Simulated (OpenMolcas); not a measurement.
Single-point calculation of CHO₂ (charge −1) (part 1 of 2)

- system: CHO₂ (formate(1-)), charge −1, multiplicity 3, SMILES O=C[O-]
- method: HF/cc-pVTZ, UHF (OpenMolcas 26.06)

The geometry is that of the parent species in another charge or spin state. The geometry comes from this level: PBE0-D4/def2-TZVPD.

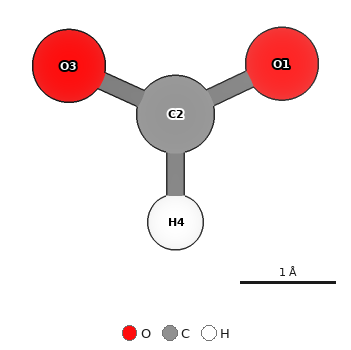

*The structure as given in the input (ball-and-stick view, seen at a tilt; atoms are numbered from 1 in the order of the input).*

Bond lengths as drawn: C–H 1.14 Å and C–O 1.25 Å.

Input file
```
>>> EXPORT MOLCAS_PRINT=2

&GATEWAY
  BasLib = $CurrDir
  Coord
  4
  angstrom
  O       -1.183780       0.021190       0.418310
  C       -0.008510      -0.020630       0.007780
  O        0.790720      -0.973690      -0.058790
  H        0.401570       0.973130      -0.367300
  Basis = cc-pVTZ
  Group = NoSym

&SEWARD

&SCF
  UHF
  Charge = -1
  Spin = 3
  Thresholds = 1e-10 1e-07 1e-07 1e-05
  PrOrbitals = 1 1
```

Hardware: 1 thread of Arm Neoverse V2, 24 GiB of memory available, shared host.

Run as:
```bash
export MOLCAS_MEM=1860
pymolcas job.inp > job.log
```

The program's output
```
--- Start Module: gateway ---

                                              &GATEWAY

                       available to each process: 1.9 GB of memory, 1 thread

 Basis Set     1 Label: O.CC-PVTZ
 Basis set is read from library:.
 basistype.tbl is not found

 Basis Set     2 Label: C.CC-PVTZ
 Basis set is read from library:.
 basistype.tbl is not found

 Basis Set     3 Label: O.CC-PVTZ
 Basis set is read from library:.
 basistype.tbl is not found

 Basis Set     4 Label: H.CC-PVTZ
 Basis set is read from library:.
 basistype.tbl is not found

++    Symmetry information:
      ---------------------

                    Character Table for C1

                             E
                    a        1  x, y, xy, Rz, z, xz, Ry, yz, Rx, I
--

++    Basis set information:
      ----------------------

      Basis set label: O.CC-PVTZ.........

      Electronic valence basis set:
      ------------------
      Associated Effective Charge   8.000000 au
      Associated Actual Charge      8.000000 au
      Nuclear Model: Point charge

      Shell  nPrim  nBasis  Cartesian Spherical Contaminant
         s      10       4        X
         p       5       3        X
         d       2       2                 X
         f       1       1                 X

      Basis set label: C.CC-PVTZ.........

      Electronic valence basis set:
      ------------------
      Associated Effective Charge   6.000000 au
      Associated Actual Charge      6.000000 au
      Nuclear Model: Point charge

      Shell  nPrim  nBasis  Cartesian Spherical Contaminant
         s      10       4        X
         p       5       3        X
         d       2       2                 X
         f       1       1                 X

      Basis set label: O.CC-PVTZ.........

      Electronic valence basis set:
      ------------------
      Associated Effective Charge   8.000000 au
      Associated Actual Charge      8.000000 au
      Nuclear Model: Point charge

      Shell  nPrim  nBasis  Cartesian Spherical Contaminant
         s      10       4        X
         p       5       3        X
         d       2       2                 X
         f       1       1                 X

      Basis set label: H.CC-PVTZ.........

      Electronic valence basis set:
      ------------------
      Associated Effective Charge   1.000000 au
      Associated Actual Charge      1.000000 au
      Nuclear Model: Point charge

      Shell  nPrim  nBasis  Cartesian Spherical Contaminant
         s       5       3        X
         p       2       2        X
         d       1       1                 X
--

++    Molecular structure info:
      -------------------------

                    ************************************************
                    **** Cartesian Coordinates / bohr, angstrom ****
                    ************************************************

     Center  Label                x              y              z                     x              y              z
        1      O1              -2.237020       0.040043       0.790491             -1.183780       0.021190       0.418310
        2      C2              -0.016082      -0.038985       0.014702             -0.008510      -0.020630       0.007780
        3      O3               1.494244      -1.840007      -0.111097              0.790720      -0.973690      -0.058790
        4      H4               0.758857       1.838949      -0.694096              0.401570       0.973130      -0.367300

                    ***************************************
                    *    InterNuclear Distances / bohr    *
                    ***************************************

               1 O1            2 C2            3 O3            4 H4
    1 O1       0.000000
    2 C2       2.353861        0.000000
    3 O3       4.274317        2.353846        0.000000
    4 H4       3.796754        2.151642        3.796762        0.000000

                    *******************************************
                    *    InterNuclear Distances / angstrom    *
                    *******************************************

               1 O1            2 C2            3 O3            4 H4
    1 O1       0.000000
    2 C2       1.245610        0.000000
    3 O3       2.261871        1.245602        0.000000
    4 H4       2.009156        1.138600        2.009160        0.000000

                    **************************************
                    *    Valence Bond Angles / degree    *
                    **************************************
                          Atom centers                 Phi
                      1 O1       2 C2       3 O3       130.44
                      1 O1       2 C2       4 H4       114.78
                      3 O3       2 C2       4 H4       114.78
--

            Nuclear Potential Energy             62.76002783 au

--- Stop Module: gateway /rc=_RC_ALL_IS_WELL_ ---

--- Start Module: seward ---

                                              &SEWARD

                       available to each process: 1.9 GB of memory, 1 thread

               SEWARD will generate:
                  Multipole Moment integrals up to order  2
                  Kinetic Energy integrals
                  Nuclear Attraction integrals (point charge)
                  One-Electron Hamiltonian integrals
                  Velocity integrals
                  Orbital angular momentum around ( -0.2513  -0.6090   0.2299 )
                  Velocity quadrupole around ( -0.2513  -0.6090   0.2299 )
                  Two-Electron Repulsion integrals

                   Integrals are discarded if absolute value <: 1.00E-14
                   Integral cutoff threshold is set to       <: 1.00E-16

            Nuclear Potential Energy             62.76002783 au

      Basis set specifications :
      Symmetry species         a
      Basis functions          104

--- Stop Module: seward /rc=_RC_ALL_IS_WELL_ ---
--- Module seward spent 2 seconds ---

--- Start Module: scf ---

                                                &SCF

                       available to each process: 1.9 GB of memory, 1 thread

++    Input section:
      --------------

      Header of the integral files:

      Cartesian coordinates in angstrom:
      -----------------------------------------------------
      No.  Label        X            Y            Z
      -----------------------------------------------------
       1   O1        -1.18378000   0.02119000   0.41831000
       2   C2        -0.00851000  -0.02063000   0.00778000
       3   O3         0.79072000  -0.97369000  -0.05879000
       4   H4         0.40157000   0.97313000  -0.36730000
      -----------------------------------------------------
      Nuclear repulsion energy =   62.76002783
--

++    Orbital specifications:
      -----------------------

      Symmetry species               1
                                     a
      Frozen orbitals                0
      Start temperature = 0.500
      End temperature   = 0.010
      Temperature Factor= 0.460
      Deleted orbitals               0
      Total number of orbitals     104
      Number of basis functions    104
--

      Molecular charge                          -1.000

++    Optimization specifications:
      ----------------------------

      SCF Algorithm: Conventional USCF
      D(i)-D(i-1) density differences are used
      Number of density matrices in core                 5
      Maximum number of NDDO SCF iterations            400
      Maximum number of HF SCF iterations              400
      Threshold for SCF energy change             1.00E-10
      Threshold for density matrix                1.00E-07
      Threshold for Fock matrix                   1.00E-07
      Threshold for linear dependence             1.00E-09
      Threshold at which DIIS is turned on        1.50E-01
      Maximum depth in the DIIS procedure                5
      Maximum depth in the BFGS Hessian update          30
      Threshold at which QNR/C2DIIS is turned on  7.50E-02
      Threshold for Norm(delta) (QNR/C2DIIS)      1.00E-05
      All orbitals punched on: UHFORB
--

      Input vectors read from INPORB
      Orbital file label: *Guess orbitals

++ Convergence information
                               UHF SCF        iterations: Energy and convergence statistics

Iter     Tot. SCF        One-elec.       Two-elec.     Energy      Max Dij or  Max Fij      DNorm      TNorm      AccCon     Time
         Energy          Energy          Energy        Change      Delta Norm                                                in Sec.
   1  -183.712104950  -389.297741505   142.825608722   0.00E+00    3.87E-01*   1.38E+00*    1.09E+01   1.35E+02   None         0.
   2  -185.414572254  -379.046612804   130.872012717  -1.70E+00*   3.24E-01*   2.56E-01*    2.98E+01   1.29E+02   EDIIS        0.
   3  -187.428109289  -393.106979509   142.918842386  -2.01E+00*   3.87E-01*   2.26E-01*    2.66E+01   1.35E+02   EDIIS        0.
   4  -187.757548049  -386.264850731   135.747274849  -3.29E-01*   1.54E-01*   1.46E-01*    1.22E+01   1.32E+02   EDIIS        0.
   5  -187.952940865  -391.206933498   140.493964799  -1.95E-01*   1.46E-01*   1.08E-01*    1.36E+01   1.34E+02   EDIIS        0.
   6  -188.031314569  -389.226849861   138.435507458  -7.84E-02*   8.70E-02*   6.40E-02*    1.28E+00   1.33E+02   EDIIS        0.
   7  -188.039237495  -389.960015104   139.160749775  -7.92E-03*   4.15E-02*   3.66E-02*    5.35E-01   1.33E+02   EDIIS        0.

       Fermi aufbau procedure completed!
      nOcc(alpha)=   13
      nOcc(beta) =   11
```
